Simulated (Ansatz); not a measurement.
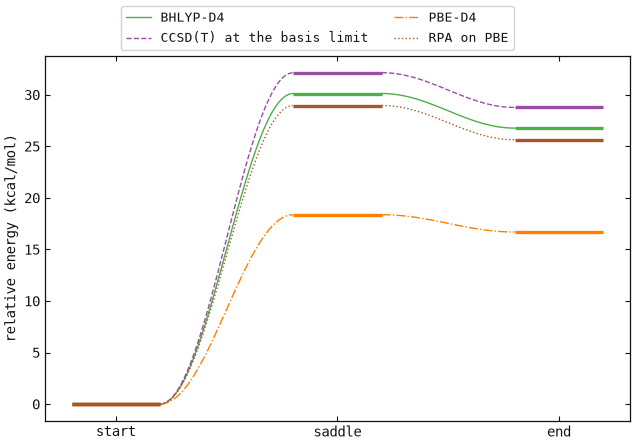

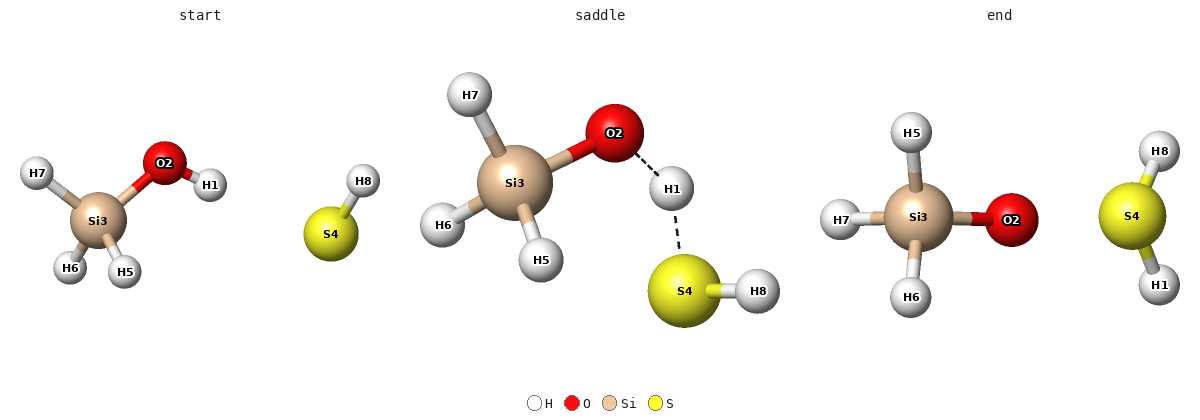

One elementary step of SiH₅SO, doublet: start, first-order saddle point (changing pairs dashed) and end. Electronic energies at PBE0-D4/def2-TZVP geometries, energies in def2-TZVPP, the Ansatz code; cores frozen in correlated methods, no zero-point terms. Start and end are the structures at the ends of the path (complexes, where there are several molecules). The limit is the MP2 basis limit plus CCSD(T) less MP2 in triple zeta. Lines between the levels only guide the eye.

In the step H1–S4 (2.41 → 1.38 → 1.34 Å) forms; H1–O2 (0.97 → 1.58 → 2.48 Å) breaks (lengths at start, saddle and end; changes of bond order aren't listed).

Question: Is the step uphill or downhill with BHLYP-D4?

Answer: Uphill by 26.8 kcal/mol in electronic energy, over a barrier of 30.1 kcal/mol.

Question: What are the heights of saddle and end over the start, in kcal/mol?

Answer:
```csv
level,barrier,reverse barrier,step energy
BHLYP-D4,30.1,3.4,26.8
CCSD(T) at the basis limit,32.1,3.4,28.8
PBE-D4,18.4,1.7,16.7
RPA on PBE,29.0,3.3,25.6
```
